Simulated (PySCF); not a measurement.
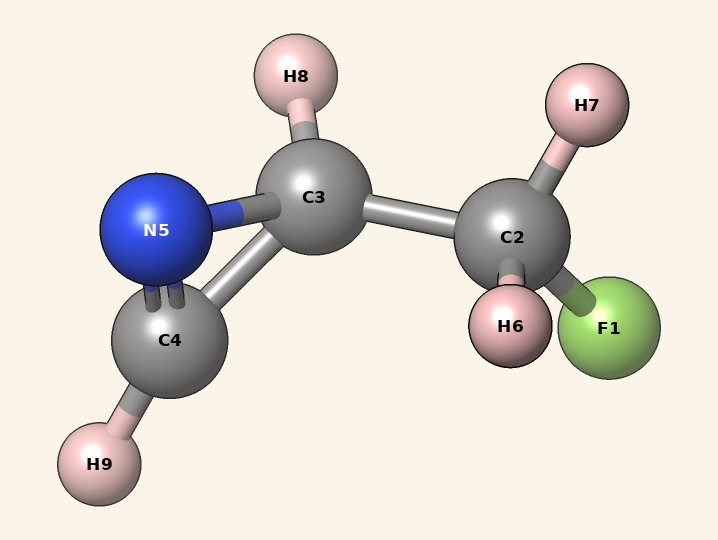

Atoms fade into the background with distance from the viewer. The geometry was computed by an optimisation with PBE0-D3(BJ)/def2-SVP. No frequency run is at hand to confirm it as a minimum.

Q: Find the stereocentres and stereogenic double bonds.

A: Centres: C3.

Q: Assign CIP descriptors.

A: C3: R (priorities N5 > C2 > C4 > H8).
